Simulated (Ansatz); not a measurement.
**Run report: CH₇AlN₂, geometry relaxation (part 2 of 2)**

CH₇AlN₂, SMILES N[CH2][AlH][NH2]; RKS PBE-D4/def2-SVP (Ansatz 0.2.0). The geometry: force-field start.

Geometry of the input (Å):
```
N  -1.5695  1.1392  0.4129
C  -0.6232  0.5184  -0.4290
Al 0.4696  -0.6959  0.6733
N  1.9675  -1.7109  -0.1319
H  -2.2351  1.7326  -0.2500
H  -1.1257  1.8901  1.0126
H  0.0591  1.2754  -0.9202
H  -1.0863  -0.0746  -1.2110
H  0.2416  -0.7968  2.2995
H  1.4479  -2.2927  -0.8549
H  2.5194  -1.0417  -0.5808
```

## Trajectory as extended XYZ, continued
```
11
Properties=species:S:1:pos:R:3:forces:R:3 step=7 energy=-10714.30201
N    -1.6260    1.1496    0.3761   -0.1901   0.1808  -0.0536
C    -0.4895    0.7116   -0.4384    0.1909   0.0224   0.0630
Al    0.4893   -0.6236    0.6390   -0.1522  -0.0046  -0.1223
N     1.7478   -1.5316   -0.2323    0.3949  -0.8467  -0.3182
H    -2.2609    1.7460   -0.1710   -0.0974   0.0385   0.0109
H    -1.3056    1.7428    1.1520    0.0187  -0.0150  -0.0012
H     0.1344    1.5013   -0.9354   -0.0414   0.0859   0.0572
H    -0.8683    0.0956   -1.2898   -0.0283  -0.0139   0.0609
H     0.1522   -1.0281    2.1468    0.0084   0.0047   0.0163
H     2.0077   -2.5168   -0.0491    0.0477   0.5106   0.1302
H     2.0841   -1.3037   -1.1773   -0.1510   0.0375   0.1568
11
Properties=species:S:1:pos:R:3:forces:R:3 step=9 energy=-10714.37998
N    -1.7067    1.0766    0.3221    0.0223  -0.0297  -0.1315
C    -0.4660    0.7839   -0.4239    0.2077   0.1836   0.1287
Al    0.5518   -0.5812    0.5852   -0.1688  -0.2990  -0.0359
N     1.6402   -1.6917   -0.3019    0.0594   0.0199   0.0394
H    -2.3352    1.6738   -0.2331    0.0098   0.0400   0.0061
H    -1.4933    1.6230    1.1660    0.0223  -0.0352   0.0188
H     0.2034    1.6603   -0.6545   -0.2319   0.0614  -0.1238
H    -0.7291    0.3405   -1.4133    0.0452   0.0098   0.1021
H     0.3738   -0.8438    2.1555    0.0442   0.0489   0.0036
H     2.1392   -2.4843    0.1098    0.0258   0.0327   0.0164
H     1.8871   -1.6139   -1.2914   -0.0360  -0.0325  -0.0239
11
Properties=species:S:1:pos:R:3:forces:R:3 step=11 energy=-10714.40628
N    -1.7191    1.0312    0.2840    0.0474   0.0043  -0.0055
C    -0.4340    0.8365   -0.4214   -0.1348  -0.1730   0.2965
Al    0.5510   -0.5825    0.5586   -0.0467   0.0907   0.0602
N     1.6191   -1.7237   -0.3078    0.0492  -0.0349  -0.0187
H    -2.3175    1.6852   -0.2414   -0.0338  -0.0158   0.0329
H    -1.5451    1.4990    1.1841   -0.0279  -0.0373  -0.0068
H     0.1471    1.7650   -0.6087    0.1945   0.2163  -0.1134
H    -0.6469    0.4068   -1.4196   -0.0119  -0.0435  -0.2180
H     0.4451   -0.7625    2.1510    0.0085  -0.0019  -0.0520
H     2.1560   -2.4616    0.1544   -0.0082  -0.0289   0.0092
H     1.8095   -1.7502   -1.3128   -0.0362   0.0238   0.0156
11
Properties=species:S:1:pos:R:3:forces:R:3 step=13 energy=-10714.41757
N    -1.7123    0.9608    0.2560    0.2054   0.0453  -0.0424
C    -0.3950    0.8891   -0.4256   -0.0556   0.0606  -0.0129
Al    0.6000   -0.5180    0.5576   -0.0173  -0.0401  -0.0390
N     1.5858   -1.7410   -0.3050    0.0030  -0.0416   0.1312
H    -2.3473    1.6041   -0.2392   -0.0099  -0.0402  -0.0047
H    -1.5960    1.3764    1.1917    0.0114  -0.0431  -0.0573
H     0.1463    1.8665   -0.5636   -0.0939  -0.1000   0.0165
H    -0.5508    0.4903   -1.4581    0.0107   0.0557   0.1064
H     0.5289   -0.6522    2.1551    0.0100   0.0087  -0.0350
H     2.0678   -2.5143    0.1640   -0.0313   0.0513  -0.0088
H     1.7381   -1.8187   -1.3123   -0.0325   0.0436  -0.0540
11
Properties=species:S:1:pos:R:3:forces:R:3 step=15 energy=-10714.43214
N    -1.6510    0.8298    0.2203    0.2942   0.2578  -0.0445
C    -0.3085    0.9856   -0.4307   -0.2437   0.2124   0.0566
Al    0.6660   -0.4232    0.5569   -0.0239  -0.1475  -0.0806
N     1.4950   -1.7686   -0.2979   -0.0236   0.0280   0.0819
H    -2.3845    1.3795   -0.2647    0.1936  -0.1882   0.0464
H    -1.6208    1.2248    1.1761    0.0385  -0.0873  -0.2090
H     0.1067    2.0336   -0.4776   -0.1497  -0.2611   0.0331
H    -0.3873    0.6371   -1.4885   -0.0276   0.0573   0.1111
H     0.6425   -0.4887    2.1590    0.0170   0.0085  -0.0268
H     1.9163   -2.5732    0.1770   -0.0403   0.0597  -0.0055
H     1.5910   -1.8934   -1.3094   -0.0345   0.0605   0.0373
11
Properties=species:S:1:pos:R:3:forces:R:3 step=17 energy=-10714.48435
N    -1.5186    0.7046    0.2297   -0.0194   0.4321  -0.2801
C    -0.2222    1.0837   -0.4423   -0.1772   0.2040   0.0649
Al    0.6875   -0.3535    0.5517   -0.1939  -0.0362   0.0034
N     1.3960   -1.7696   -0.2873    0.0383  -0.0883   0.0108
H    -2.3607    1.0409   -0.2954    0.5205  -0.3026   0.2936
H    -1.5712    1.1704    1.1509   -0.0013  -0.1106  -0.1524
H     0.0488    2.1743   -0.4172   -0.1114  -0.2961   0.0049
H    -0.2847    0.7823   -1.5121   -0.0146   0.0356   0.0698
H     0.6792   -0.3778    2.1537    0.0356   0.0214  -0.0211
H     1.7380   -2.6118    0.1881   -0.0708   0.1062  -0.0366
H     1.4733   -1.9005   -1.2994   -0.0057   0.0346   0.0427
11
Properties=species:S:1:pos:R:3:forces:R:3 step=19 energy=-10714.57591
N    -1.3380    0.6134    0.2476   -0.8010   0.2586  -0.3632
C    -0.1415    1.1895   -0.4745   -0.0248   0.1894  -0.0318
Al    0.6299   -0.2939    0.5496    0.0069  -0.4058  -0.0717
N     1.2807   -1.7666   -0.2823   -0.1191   0.2448   0.1448
H    -2.2563    0.6676   -0.2770    0.9336  -0.1674   0.4599
H    -1.4944    1.1150    1.1370    0.0271  -0.1098  -0.1216
H    -0.0152    2.2943   -0.3956   -0.0487  -0.1912   0.0041
H    -0.2251    0.9129   -1.5458    0.0249   0.0309   0.0215
H     0.6644   -0.2793    2.1528    0.0687   0.0485  -0.0403
H     1.5459   -2.6317    0.1987   -0.0697   0.0981  -0.0403
H     1.4149   -1.8781   -1.2900    0.0022   0.0038   0.0384
11
Properties=species:S:1:pos:R:3:forces:R:3 step=20 energy=-10714.61995
N    -1.2901    0.5957    0.2621   -0.0177  -0.0252  -0.2946
C    -0.1218    1.2233   -0.4825    0.1238   0.0090   0.0639
Al    0.5810   -0.2929    0.5471    0.2368  -0.0864   0.0347
N     1.2342   -1.7546   -0.2786   -0.0980   0.0261  -0.0017
H    -2.1580    0.4934   -0.2813   -0.0214  -0.0302   0.0510
H    -1.5066    1.1117    1.1223   -0.0566   0.0352   0.0266
H    -0.0333    2.3196   -0.3681   -0.0204   0.0201   0.0559
H    -0.1982    0.9808   -1.5603   -0.1187  -0.0334   0.0014
H     0.7116   -0.2313    2.1382    0.0277   0.0206   0.0499
H     1.4559   -2.6294    0.2033   -0.0449   0.0374   0.0016
H     1.3905   -1.8731   -1.2817   -0.0107   0.0268   0.0112
11
Properties=species:S:1:pos:R:3:forces:R:3 step=22 energy=-10714.63430
N    -1.2739    0.5750    0.2436   -0.0314  -0.0138   0.0112
C    -0.1035    1.2290   -0.4760   -0.0735   0.0098  -0.0360
Al    0.6254   -0.2774    0.5536   -0.1032   0.2770   0.2193
N     1.1963   -1.7477   -0.2740    0.0910  -0.2985  -0.1755
H    -2.1320    0.4295   -0.3089    0.1041   0.0108   0.0216
H    -1.5296    1.0904    1.0960   -0.0250  -0.0144  -0.0431
H    -0.0436    2.3255   -0.3349    0.0081  -0.0112   0.0157
H    -0.1977    1.0086   -1.5579    0.0208   0.0089   0.0064
H     0.7681   -0.2004    2.1478    0.0292   0.0191  -0.0146
H     1.3972   -2.6270    0.2076   -0.0155   0.0091  -0.0146
H     1.3585   -1.8624   -1.2763   -0.0046   0.0031   0.0096
11
Properties=species:S:1:pos:R:3:forces:R:3 step=24 energy=-10714.64572
N    -1.2513    0.5481    0.2378    0.0198   0.0556   0.1471
C    -0.0911    1.2460   -0.4628   -0.0337  -0.0413  -0.0392
Al    0.6470   -0.2511    0.5795    0.0005  -0.0129  -0.0153
N     1.1410   -1.7544   -0.2778    0.0023   0.0188   0.0618
H    -2.0650    0.3211   -0.3473    0.0059  -0.0150  -0.0377
H    -1.5840    1.0832    1.0506   -0.0150  -0.0261  -0.0454
H    -0.0679    2.3387   -0.2911    0.0193  -0.0084   0.0049
H    -0.1676    1.0467   -1.5492    0.0144   0.0250  -0.0110
H     0.8629   -0.1369    2.1644   -0.0063  -0.0118  -0.0429
H     1.3283   -2.6409    0.1953   -0.0033   0.0040  -0.0093
H     1.3130   -1.8575   -1.2789   -0.0038   0.0122  -0.0130
11
Properties=species:S:1:pos:R:3:forces:R:3 step=26 energy=-10714.64955
N    -1.2428    0.5447    0.2498   -0.0657  -0.0199  -0.0093
C    -0.0885    1.2432   -0.4644    0.0336   0.0214   0.0050
Al    0.6576   -0.2430    0.5861    0.0025  -0.0153  -0.0167
N     1.1374   -1.7506   -0.2705   -0.0082  -0.0212   0.0176
H    -2.0191    0.2474   -0.3574    0.0537   0.0236   0.0411
H    -1.6322    1.1087    1.0152   -0.0089  -0.0141  -0.0167
H    -0.0497    2.3298   -0.2584   -0.0054  -0.0233  -0.0040
H    -0.1798    1.0794   -1.5549   -0.0046   0.0138  -0.0105
H     0.9014   -0.1184    2.1626    0.0034   0.0056  -0.0064
H     1.2942   -2.6506    0.1889    0.0003   0.0288  -0.0172
H     1.2868   -1.8475   -1.2766   -0.0007   0.0006   0.0169
11
Properties=species:S:1:pos:R:3:forces:R:3 step=28 energy=-10714.65101
N    -1.2352    0.5363    0.2497   -0.0081   0.0426   0.0090
C    -0.0808    1.2498   -0.4636   -0.0543  -0.0328  -0.0163
Al    0.6637   -0.2392    0.5834    0.0094  -0.0141   0.0024
N     1.1084   -1.7622   -0.2644   -0.0038   0.0204  -0.0102
H    -1.9782    0.1956   -0.3738    0.0211   0.0071   0.0187
H    -1.6700    1.1107    0.9830    0.0084  -0.0306  -0.0321
H    -0.0420    2.3261   -0.2150    0.0118   0.0101   0.0053
H    -0.1919    1.1320   -1.5588    0.0123   0.0094   0.0148
H     0.9433   -0.0917    2.1515    0.0003   0.0028   0.0002
H     1.2894   -2.6546    0.1985   -0.0004  -0.0061   0.0066
H     1.2587   -1.8596   -1.2701    0.0035  -0.0088   0.0015
11
Properties=species:S:1:pos:R:3:forces:R:3 step=30 energy=-10714.65169
N    -1.2296    0.5331    0.2498   -0.0809   0.0042   0.0044
C    -0.0824    1.2546   -0.4634    0.0012   0.0335  -0.0314
Al    0.6725   -0.2337    0.5778    0.0103  -0.0162  -0.0040
N     1.0930   -1.7693   -0.2616   -0.0051   0.0160   0.0025
H    -1.9438    0.1500   -0.3839    0.0461   0.0212   0.0440
H    -1.7043    1.1107    0.9558    0.0222  -0.0291  -0.0389
H    -0.0299    2.3219   -0.1748   -0.0013  -0.0394  -0.0134
H    -0.2058    1.1780   -1.5614    0.0092   0.0111   0.0360
H     0.9787   -0.0669    2.1391   -0.0015  -0.0019  -0.0030
H     1.2686   -2.6592    0.2087    0.0001   0.0009   0.0067
H     1.2483   -1.8761   -1.2655   -0.0002  -0.0004  -0.0028
11
Properties=species:S:1:pos:R:3:forces:R:3 step=32 energy=-10714.65208
N    -1.2255    0.5295    0.2491   -0.0454   0.0241   0.0036
C    -0.0814    1.2595   -0.4641   -0.0154   0.0140  -0.0307
Al    0.6792   -0.2288    0.5731    0.0044  -0.0013   0.0008
N     1.0749   -1.7743   -0.2587    0.0042  -0.0072  -0.0046
H    -1.9107    0.1080   -0.3912    0.0359   0.0178   0.0278
H    -1.7351    1.1111    0.9267    0.0184  -0.0238  -0.0294
H    -0.0185    2.3157   -0.1408   -0.0089  -0.0229   0.0001
H    -0.2178    1.2233   -1.5626    0.0116  -0.0029   0.0356
H     1.0105   -0.0530    2.1283   -0.0024   0.0028  -0.0052
H     1.2598   -2.6567    0.2224   -0.0005  -0.0002  -0.0047
H     1.2297   -1.8912   -1.2617   -0.0019  -0.0004   0.0067
11
Properties=species:S:1:pos:R:3:forces:R:3 step=34 energy=-10714.65226
N    -1.2225    0.5283    0.2495   -0.0458   0.0154  -0.0041
C    -0.0813    1.2629   -0.4628   -0.0097   0.0027  -0.0206
Al    0.6850   -0.2251    0.5708    0.0024   0.0092   0.0100
N     1.0658   -1.7768   -0.2570    0.0033  -0.0141   0.0004
H    -1.8860    0.0791   -0.3947    0.0332   0.0237   0.0265
H    -1.7572    1.1123    0.9054    0.0206  -0.0272  -0.0255
H    -0.0141    2.3121   -0.1184   -0.0035  -0.0203  -0.0035
H    -0.2213    1.2474   -1.5608    0.0024   0.0026   0.0224
H     1.0313   -0.0398    2.1214    0.0004  -0.0017  -0.0044
H     1.2512   -2.6576    0.2272   -0.0020   0.0062  -0.0057
H     1.2144   -1.8997   -1.2602   -0.0013   0.0035   0.0045
11
Properties=species:S:1:pos:R:3:forces:R:3 step=36 energy=-10714.65236
N    -1.2219    0.5279    0.2498    0.0102   0.0022  -0.0019
C    -0.0810    1.2612   -0.4633   -0.0044  -0.0037   0.0088
Al    0.6874   -0.2239    0.5734   -0.0088   0.0099  -0.0099
N     1.0648   -1.7759   -0.2555   -0.0003  -0.0053   0.0006
H    -1.8784    0.0715   -0.3946   -0.0002  -0.0009  -0.0012
H    -1.7626    1.1124    0.8988   -0.0007   0.0009  -0.0001
H    -0.0118    2.3081   -0.1145   -0.0006   0.0014   0.0022
H    -0.2226    1.2514   -1.5603    0.0002  -0.0019  -0.0033
H     1.0365   -0.0342    2.1220    0.0027  -0.0016   0.0030
H     1.2458   -2.6596    0.2244    0.0010  -0.0022   0.0015
H     1.2091   -1.8956   -1.2596    0.0007   0.0013   0.0002
```

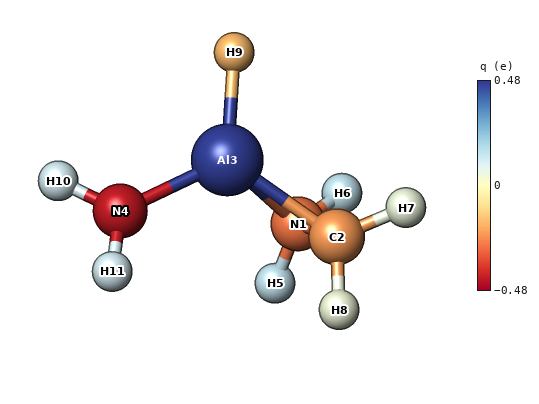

Figure 1. Mulliken charges, as the colour of each atom (ball-and-stick view, seen at a tilt; atoms are numbered from 1 in the order of the input). By element: N −0.42 to −0.27, C −0.22, Al +0.46 and H −0.16 to +0.14 e.
